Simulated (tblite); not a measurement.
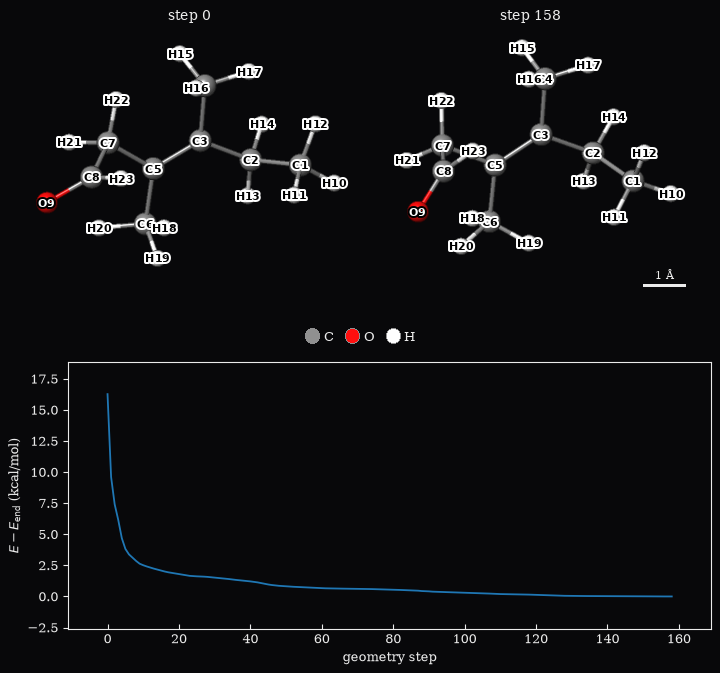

First and last geometry of a relaxation of C8H14O, with the history of the run. A ball-and-stick model, seen at a tilt.

Level of theory: GFN2-xTB geometry optimisation, gas phase in tblite 0.8.0. 

Question: What do the curves and the structures tell?

Answer: It converged. Over 158 geometry steps the energy falls by 16.3 kcal/mol. H19 moves most after the best rigid fit: 1.08 Å. By element the largest moves are H 1.08 Å, O 0.82 Å, C 0.44 Å. Some distances before and after: C1–H10 1.138 → 1.088 Å, C6–H20 1.134 → 1.089 Å, C8–O9 1.240 → 1.200 Å, C4–H17 1.121 → 1.087 Å. Among the angles between lasting bonds that change: C6–C5–C7 120.5° → 112.8°, H11–C1–H12 115.7° → 108.1°, C3–C2–H13 118.0° → 110.8°. Groups turn about C5–C6 by about 60°, C2–C3 by about 20°. Cost: 1.2 s on 1 thread of Arm Neoverse V1 (shared host).
